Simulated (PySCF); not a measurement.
Consider FGeH$_{2}$ (SMILES [F][GeH2-]) (charge −1).

Input

```
{"job": {"kind": "uv", "xc": "CAM-B3LYP", "basis": "def2-SVPD", "dynamic": true, "nstates": 6, "ntriplets": 0}, "charge": -1, "multiplicity": 1}
F      1.582367    -0.059021    -0.174989
Ge    -0.049835    -0.004641     0.662381
H     -0.785883    -1.138066    -0.260725
H     -0.708652     1.176426    -0.259689
```

Launched as:

```sh
OMP_NUM_THREADS=1 python probes_run.py task.json out
```

Geometry: PBE0-D3(BJ)/def2-SVP.

Method: PySCF 2.14.0, CAM-B3LYP/def2-SVPD, SCF density, gas phase.

### What will maps of the electron density and electron localisation function show?

Ge–F (1.84 Å): ρ is about 0.7 e/Å³ halfway; the ELF peaks at about 0.85 in the valence shell of F, 0.5 Å from its nucleus, and is about 0.20 at the midpoint.
Ge–H (1.64 Å): ρ is about 0.81 e/Å³ halfway; the ELF climbs to about 1 towards the hydrogen.

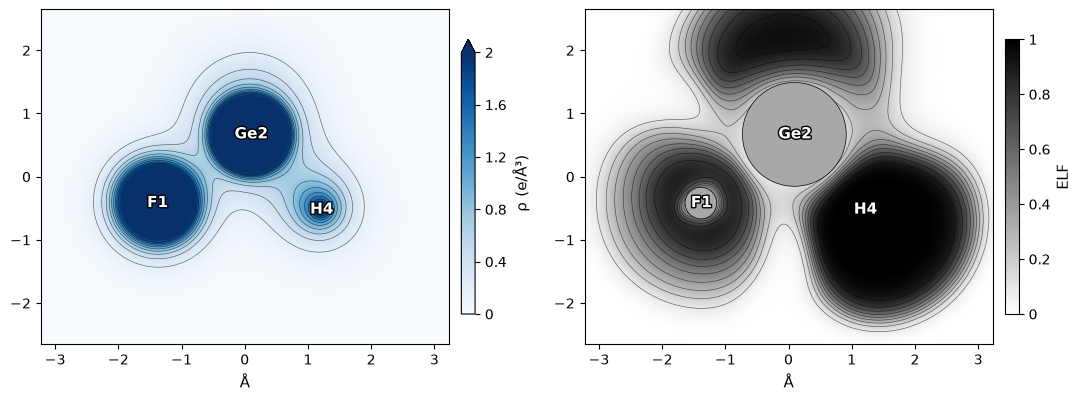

Computed electron density and electron localisation function on the plane of atoms F1, Ge2 and H4, in this order. Grey discs cover the atomic cores in the ELF map. 
